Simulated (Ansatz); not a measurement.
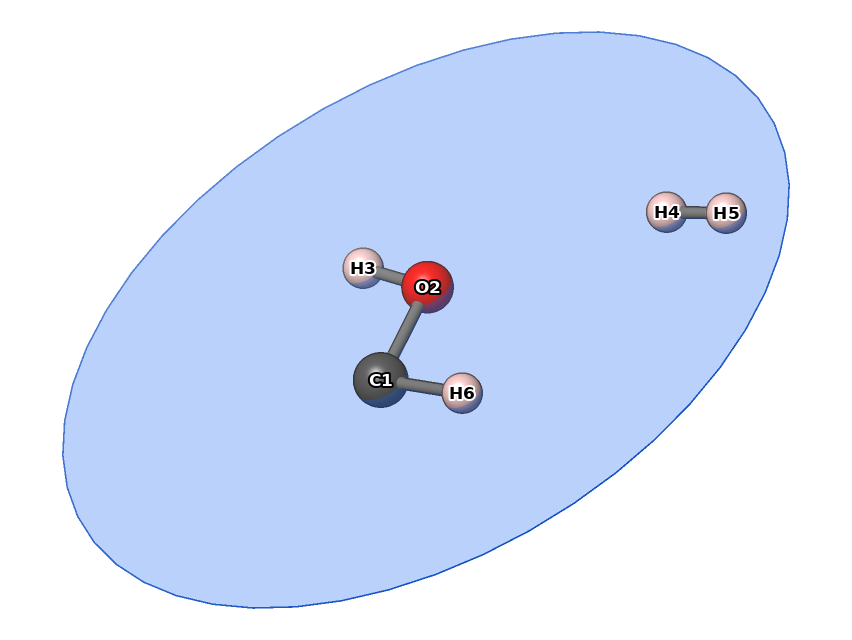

A disc through the centre of mass is drawn in. Depth is shown by fading: the farther an atom, the more it takes the colour of the background. The geometry was computed by an optimisation with PBE0-D4/def2-TZVP. No frequency run is at hand to confirm it as a minimum.

> Is the plane of the disc a mirror plane of the structure?

Yes. The reflection leaves C1, O2, H3, H4, H5, H6 in place. The point group is Cs.
